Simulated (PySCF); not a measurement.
Vertical excitations of a molecule FH6NOSi2 from PySCF with TDDFT-PBE/def2-SVPD, as energy in eV (oscillator strength): 6.23 (0.040), 6.39 (0.019), 6.63 (0.029), 6.89 (0.006), 7.14 (0.008), 7.19 (0.012), 7.30 (0.004), 7.45 (0.007), 7.54 (0.011), 7.63 (0.012). Lowest triplet (TDA): 5.91 eV. The structure is a stationary point at PBE0-D3(BJ)/def2-SVP. The values are those of a single conformer.

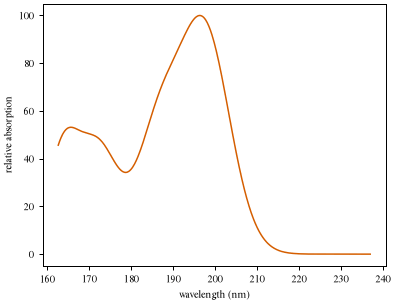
Figure: The lines broadened by 0.4 eV.

Pick the molecule that these values belong to.
A) N[Si@@H](F)O[SiH3]
B) N[Si@@H](F)[SiH2]O
C) N[SiH2][Si@@H](O)F
D) N[SiH2]O[SiH2]F

D, N[SiH2]O[SiH2]F
